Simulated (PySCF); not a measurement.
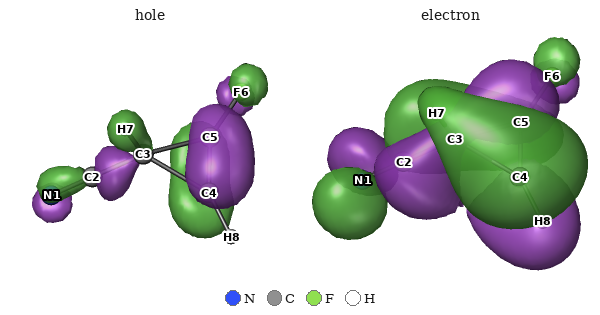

*C$_{4}$H$_{2}$FN, SMILES `N#CC1C=C1F`. Leading natural transition orbital pair of S₃ (TDA singlet states); the surfaces enclose about 70 % of each orbital's density.*

Computed with PySCF, PBE0/aug-cc-pVDZ, geometry: GFN2-xTB. No frequency check shows the geometry to be a minimum.

The calculation's input:

```python
import numpy as np
from pyscf import gto, scf, dft, tdscf
from pyscf.scf import atom_ks, atom_hf
from scipy.linalg import block_diag

def solve(mol, dm0=None, hcore=None):
    mf = (dft.UKS if mol.spin else dft.RKS)(mol, xc='pbe0')
    mf.grids.level = 3
    mf = mf.density_fit(auxbasis='def2-universal-jkfit')
    mf.conv_tol, mf.max_cycle = 1e-8, 80
    if hcore is not None:
        mf.get_hcore = lambda *args: hcore
    mf.kernel(dm0)
    if not mf.converged:
        mf = mf.newton().run(mf.mo_coeff, mf.mo_occ, max_cycle=30)
    assert mf.converged, 'SCF not converged'
    return mf

mol = gto.M(atom='''
N     -2.46085     0.54840    -0.31567
C     -1.48434     0.11053     0.08975
C     -0.26832    -0.43591     0.59764
C      0.65682    -1.22345    -0.34513
C      1.03883    -0.03502    -0.01505
F      1.90247     0.94532    -0.06018
H     -0.32076    -0.70180     1.65171
H      0.76661    -2.14174    -0.86372
''', basis='aug-cc-pvdz', charge=0, spin=0, verbose=4)
mf = solve(mol)
td = mf.TDA()
td.nstates, td.singlet, td.conv_tol = 5, True, 1e-5
td.kernel()
td.analyze()
x, y = np.array([p[0] for p in td.xy]), np.array([p[1] + 0 * p[0] for p in td.xy])
f, mu = td.oscillator_strength(), td.transition_dipole()
nto = [td.get_nto(state=i + 1, verbose=4) for i in range(len(td.e))]
# spherically averaged free atoms, for the promolecule
atm = atom_ks.get_atm_nrks(mol, xc='pbe0')
pro = block_diag(*[(atm[a[0]][2] * atm[a[0]][3]) @ atm[a[0]][2].T for a in mol._atom])
np.savez('result.npz', e=td.e, f=f, ok=td.converged, w=[n[0] for n in nto], nto=[n[1] for n in nto], x=x, y=y, c=mf.mo_coeff, occ=mf.mo_occ, eps=mf.mo_energy, pro=pro, mu=mu)
```

Run with:

```sh
OMP_NUM_THREADS=1 python input.py
```

The run took 5 min on 1 thread of Intel(R) Xeon(R) Processor @ 2.50GHz (Skylake/Cascade Lake), with other jobs on the host, peak memory 0.75 GiB.

> Give its energy and the atoms that hole and electron lie on.

7.10 eV (175 nm), f = 0.071, partly diffuse acceptor orbital; the leading pair carries 75 %; hole on C4 (28 %), C5 (22 %) and N1 (13 %), electron on C4 (22 %), C5 (20 %) and C2 and C3 (12 % each) (atom shares of so diffuse an orbital are rough) (shares are of the whole state, not of the leading pair alone); their centroids lie 0.5 Å apart. In canonical orbitals it is mainly HOMO → LUMO (49 %). The HOMO–LUMO gap is 7.87 eV.
